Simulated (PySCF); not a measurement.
# C$_{4}$H$_{10}$OPSi (doublet): what the fields show

```json
{"atom": "P", "x (Å)": "2.8261", "y (Å)": "-1.1061", "z (Å)": "-0.6473"}
{"atom": "Si", "x (Å)": "1.0489", "y (Å)": "-0.2667", "z (Å)": "0.4138"}
{"atom": "C", "x (Å)": "-0.5507", "y (Å)": "-1.2454", "z (Å)": "0.0753"}
{"atom": "C", "x (Å)": "-1.7224", "y (Å)": "-0.2411", "z (Å)": "0.2018"}
{"atom": "C", "x (Å)": "-1.5011", "y (Å)": "0.9431", "z (Å)": "-0.6513"}
{"atom": "C", "x (Å)": "-0.4015", "y (Å)": "1.8601", "z (Å)": "-0.3047"}
{"atom": "O", "x (Å)": "0.8634", "y (Å)": "1.1859", "z (Å)": "-0.2754"}
{"atom": "H", "x (Å)": "3.7337", "y (Å)": "-0.3386", "z (Å)": "0.0551"}
{"atom": "H", "x (Å)": "2.9525", "y (Å)": "-2.1681", "z (Å)": "0.2276"}
{"atom": "H", "x (Å)": "1.1817", "y (Å)": "-0.1194", "z (Å)": "1.8778"}
{"atom": "H", "x (Å)": "-0.7162", "y (Å)": "-2.0770", "z (Å)": "0.7584"}
{"atom": "H", "x (Å)": "-0.5469", "y (Å)": "-1.6539", "z (Å)": "-0.9363"}
{"atom": "H", "x (Å)": "-1.7800", "y (Å)": "0.0662", "z (Å)": "1.2511"}
{"atom": "H", "x (Å)": "-2.6582", "y (Å)": "-0.7364", "z (Å)": "-0.0665"}
{"atom": "H", "x (Å)": "-1.8896", "y (Å)": "0.9495", "z (Å)": "-1.6548"}
{"atom": "H", "x (Å)": "-0.5504", "y (Å)": "2.2908", "z (Å)": "0.6954"}
{"atom": "H", "x (Å)": "-0.2964", "y (Å)": "2.6693", "z (Å)": "-1.0300"}
```

Geometry: GFN2-xTB.

Theory: PySCF 2.14.0, density-fitted response routines, UKS B3LYP, pcH-1 on C H O P Si, non-relativistic, mean-field spin-orbit, GIAO.

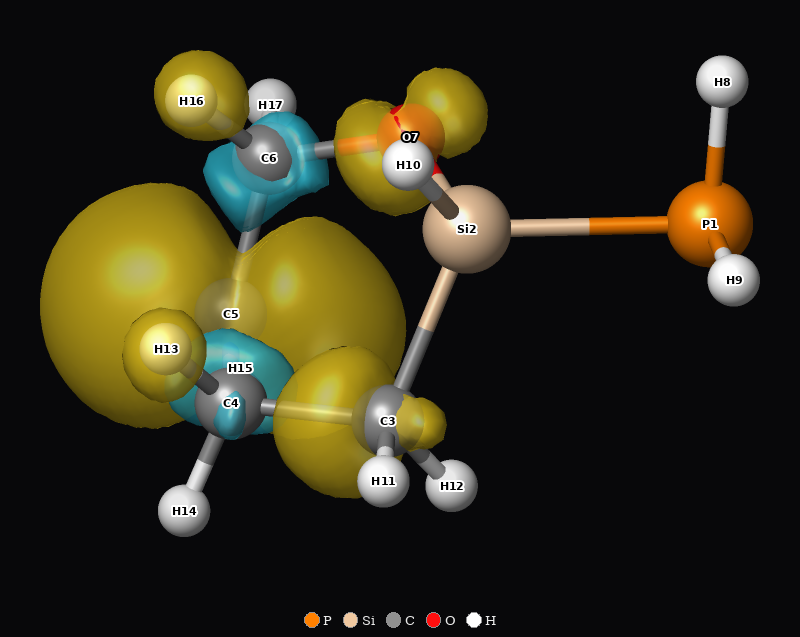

Figure 1. Isosurfaces of the spin density at +0.015 (yellow) and −0.015 e/Å³ (cyan), seen at a tilt.

### Describe the spin distribution.

The unpaired spin (1 electron) lies mostly on C5 (about 0.7), in electrons by Hirshfeld's partition.

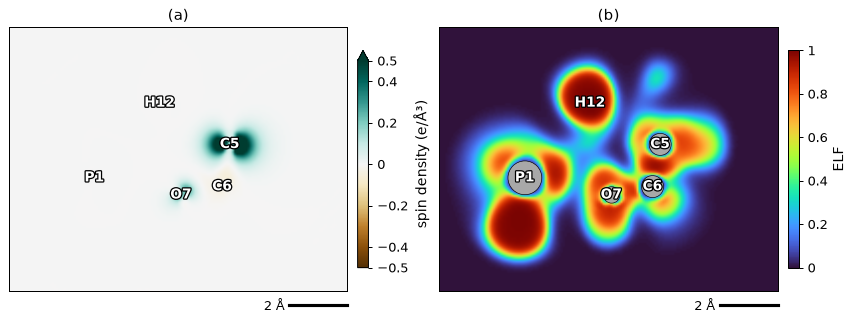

Figure 2. (a) spin density (α minus β); (b) ELF on the plane of atoms C5, C6 and O7. Grey discs cover the atomic cores in the ELF map.

### Interpret the plot.

- The plane passes through P, C, O and H nuclei.
- C–O (1.43 Å): the ELF peaks at about 0.85 between the atoms; a polar covalent bond.
- C–C (1.47 Å): the ELF peaks at about 0.95 between the atoms, as expected for localised, covalent bonding.
- The ELF also peaks beside O7, away from the bonds: non-bonding electrons, paired or unpaired.

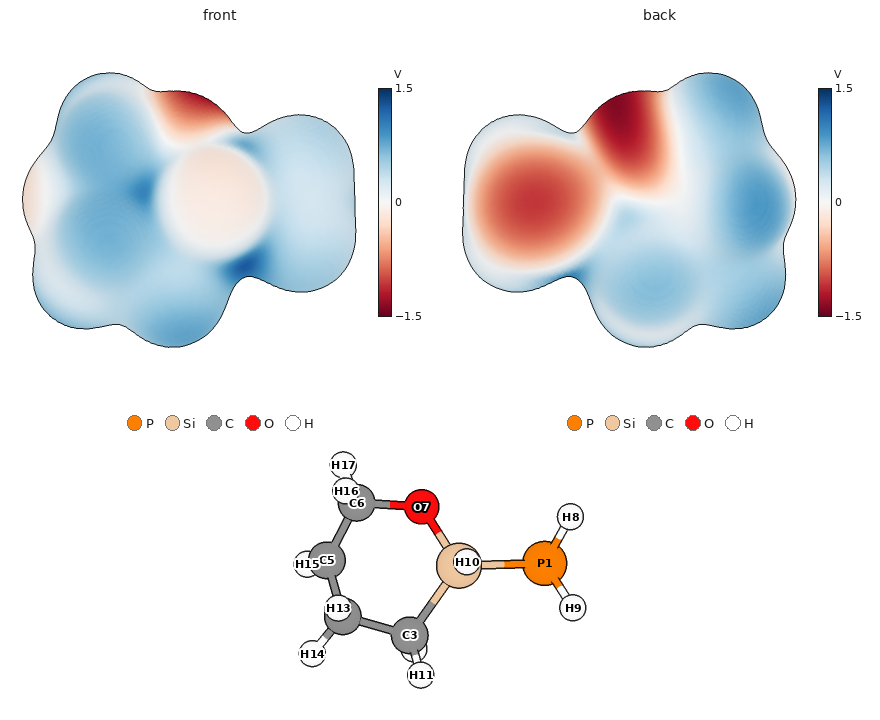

Figure 3. The electrostatic potential painted on the density surface at 0.002 e/bohr³, seen from the front and from behind; red is negative and blue positive. The bare structure is drawn below in the same view.

### Which sites attract a positive test charge, and which a negative one?

A positive charge is drawn to the negative regions and a negative charge to the positive ones. The most negative region (about −1.3 V) lies over O7, the most positive (about +1.1 V) over Si2. O7 is the likeliest acceptor of a hydrogen bond.
